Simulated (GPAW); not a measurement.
Band structure of TiTe (P6_3/mmc, 4 atoms in the cell).

```yaml
crystal:
  lattice:
    - [3.59125, 0.00000, 0.00000]
    - [-1.79563, 3.11011, 0.00000]
    - [0.00000, 0.00000, 7.14360]
  atoms:
    - { symbol: Ti, position: [0.00000, 0.00000, 0.50000] }
    - { symbol: Ti, position: [0.00000, 0.00000, 0.00000] }
    - { symbol: Te, position: [0.66667, 0.33333, 0.25000] }
    - { symbol: Te, position: [0.33333, 0.66667, 0.75000] }
```

Method of the run: PBEsol, GPAW PAW datasets PBEsol (made by gpaw-setup) (plane waves; GPAW 25.7.0).

Settings: mode = pw; ecut = 850 eV; xc = PBEsol; kpts = 7 7 3; mesh shift (steps) = 0 0 0; occupations.name = fermi-dirac; occupations.width = 0.1 eV; nbands = -8; convergence.density = 1e-05 e/electron; symmetry.symmorphic = false; symmetry.tolerance = 0.0005; maxiter = 100; bandpath_npoints = 40.

The starting cell comes from a database of computed structures (which also holds hypothetical and non-ambient phases and stackings), without a prior relaxation at this level. Its lattice was rescaled by a random factor within 2.5 % of one. Spin-orbit coupling is off. Spin polarisation is off, so a magnetic state, if there is one, cannot be reached.

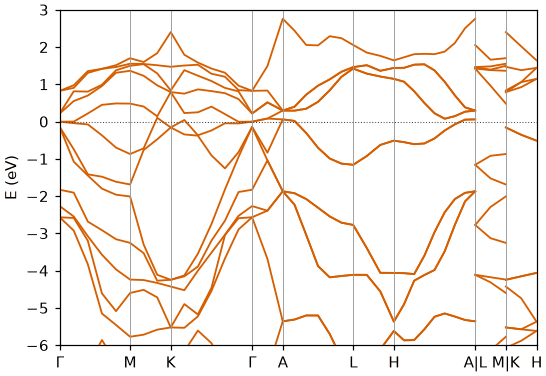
Figure: Bands along the path, energies from the Fermi level.

Levels in eV from the Fermi level, bands 15 to 22:
```tsv
point	15	16	17	18	19	20	21	22
Γ	-1.83	-0.14	-0.14	0.00	0.00	0.22	0.22	0.82
M	-3.26	-2.01	-1.69	-0.87	0.48	1.36	1.50	1.55
K	-4.25	-4.25	-0.16	-0.16	0.79	0.79	0.83	1.47
A	-1.87	-1.87	0.06	0.06	0.29	0.29	0.29	0.29
L	-2.77	-2.77	-1.16	-1.16	1.42	1.42	1.46	1.46
H	-4.06	-4.06	-0.51	-0.51	1.15	1.15	1.44	1.44
```

Bands cross the Fermi level along this path, so the cell is metallic at this level.
